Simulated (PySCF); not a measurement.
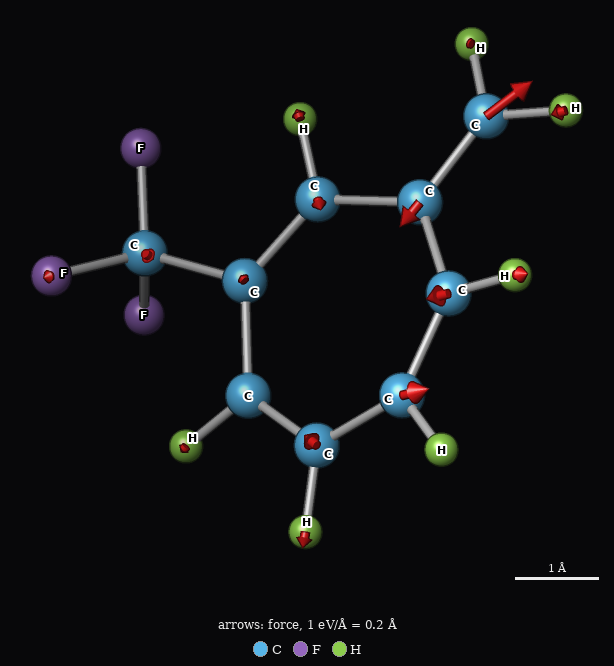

Starting geometry of C$_{9}$H$_{7}$F$_{3}$ with the computed forces as red arrows. A ball-and-stick model, seen at a tilt.

The start comes from GFN2-xTB. Its atoms were then displaced at random by about 0.01 Å.

Theory: PBE0-D3(BJ)/def2-SVP geometry optimisation, gas phase in PySCF 2.14.0, density-fitted response routines. 

Is this structure relaxed? If not, where do the atoms go?

Answer. It isn't relaxed: the largest force vector, on a C atom, is 3.61 eV/Å. The final displacements have little in common with the starting forces (cosine between the two patterns 0.08). The atom that moves furthest after the best rigid fit is an H atom (0.28 Å). Largest moves by element: H 0.28 Å, F 0.17 Å, C 0.16 Å. Some distances before and after: C–C 1.313 → 1.356 Å, C–C 1.406 → 1.446 Å, C–H 1.127 → 1.092 Å, C–H 1.065 → 1.095 Å. Among the angles between lasting bonds that change: H–C–H 112.4° → 117.5°, C–C–H 124.8° → 121.3°, C–C–C 127.8° → 130.7°. Over 12 geometry steps the energy falls by 20.1 kJ/mol.
